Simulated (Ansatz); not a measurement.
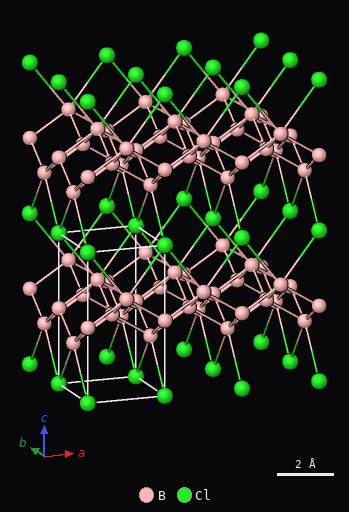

This is the input geometry for a relaxation of solid B4Cl (a generated structure, set up in P-4m2) (coarse preliminary run). The picture is a ball-and-stick view of the cell of the calculation, repeated 3 × 2 × 2 with one cell outlined, seen slightly off an axis.

The calculation used DFT PBE, scalar-relativistic, plane waves, PAW in Ansatz 0.2.0.

Input
```yaml
crystal:
  lattice:
    - [2.9844529226, 0.0, 0.0]
    - [0.0, 2.9844529226, 0.0]
    - [0.0, 0.0, 5.6468096104]
  atoms:
    - { symbol: B, position: [0.5, 0.0, 0.664982949] }
    - { symbol: B, position: [0.0, 0.5, 0.335017051] }
    - { symbol: B, position: [0.0, 0.0, 0.5] }
    - { symbol: B, position: [0.5, 0.5, 0.5] }
    - { symbol: Cl, position: [0.0, 0.0, 0.0] }
basis:
  ecutwfc: 420
kpoints:
  mp_grid: { grid: [6, 6, 4] }
hamiltonian:
  xc: pbe
scf:
  occupations: { method: gaussian, width: 0.1 }
  lower_state_search: "off"
output:
  forces: true
  stress: true
  eigenvalues: true
relax:
  adjacent_minimum: "off"
  f_tol: 0.04
  max_steps: 70
  cell: { stress_tol: 0.4 }
```

Launched with:
```bash
ansatz run input.yaml --threads 1 --pin off --max-ram 2048MiB --backend cpu --events-out ev --progress --plain --runs-dir out
```

> What does the optimiser find from here?

Over 3 accepted moves (4 points after the start) the energy falls by 9.6 meV per atom. The largest force component goes from 0.32 to 0.0024 eV/Å. Pressure: 0.26 GPa at the start and −0.20 GPa at the end. At 1 point the geometry stayed and the basis and grid were re-selected for the new cell (energy shift of 0.1 meV per atom at most each time). The largest moves relative to the cell, 0.005 Å, are those of B1 and B2. B1 goes along +c. Cl stays in place. The volume changes by +0.1 %, with a = b 2.984 → 2.950 Å (−1.2 %), c 5.647 → 5.786 Å (+2.5 %). Near-neighbour distances that change, for instance: B1–Cl5 2.409 → 2.431 Å. Among the angles between lasting bonds that change: B3–B1–B3 116.0° → 113.9°. The space group stays P-4m2 (No. 115).

History of the run:

| step | E − E(0), meV/atom | largest force component, eV/Å | pressure, GPa | volume, Å³/atom | note |
| --- | --- | --- | --- | --- | --- |
| 0 | 0.00 | 0.3156 | 0.26 | 10.059 |  |
| 1 | -7.23 | 0.1631 | -0.64 | 10.105 |  |
| 2 | -9.50 | 0.0004 | -0.34 | 10.084 |  |
| 3 | -9.55 | 0.0025 | -0.20 | 10.069 |  |
| 4 | -9.65 | 0.0024 | -0.20 | 10.069 | same geometry, new basis |

Final geometry:

```
B Cl
1.0
     2.94993    0.00000    0.00000
     0.00000    2.94993    0.00000
     0.00000    0.00000    5.78564
B Cl
4 1
Direct
  0.50000 0.00000 0.66591
  0.00000 0.50000 0.33409
  0.00000 0.00000 0.50000
  0.50000 0.50000 0.50000
  0.00000 0.00000 0.00000
```

After the run, drawn alike:

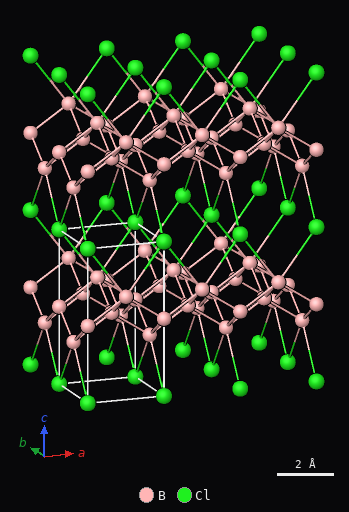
